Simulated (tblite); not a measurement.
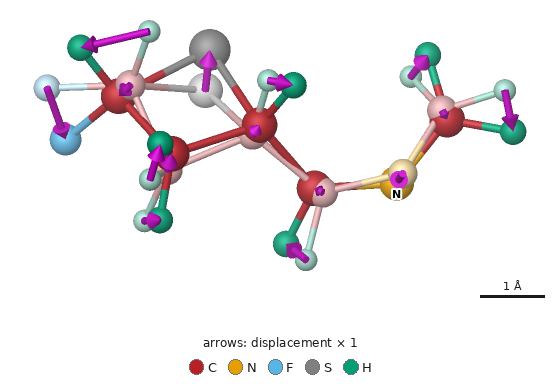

This is a relaxation of C₅H₇FNS (multiplicity 2). The starting structure is drawn faded, the final one solid; purple arrows show the displacements, at their true length. The two geometries are superimposed by the best rigid fit.

A ball-and-stick model, seen face on.

Computed with GFN2-xTB geometry optimisation, gas phase in tblite. 

What did the optimiser do to the structure, and how much energy did it gain?

Answer. The energy falls by 32.4 kcal/mol in 100 geometry steps. An H atom moves most after the best rigid fit: 1.17 Å. By element the largest moves are H 1.17 Å, F 1.07 Å, S 0.74 Å, N 0.66 Å, C 0.38 Å. Near-neighbour distances that change, for instance: C–S 1.826 → 1.923 Å, C–N 1.390 → 1.301 Å, C–C 1.493 → 1.530 Å, C–C 1.488 → 1.458 Å. Among the angles between lasting bonds that change: C–N–C 116.1° → 131.8°, C–C–C 87.1° → 98.4°, F–C–H 116.2° → 106.8°.
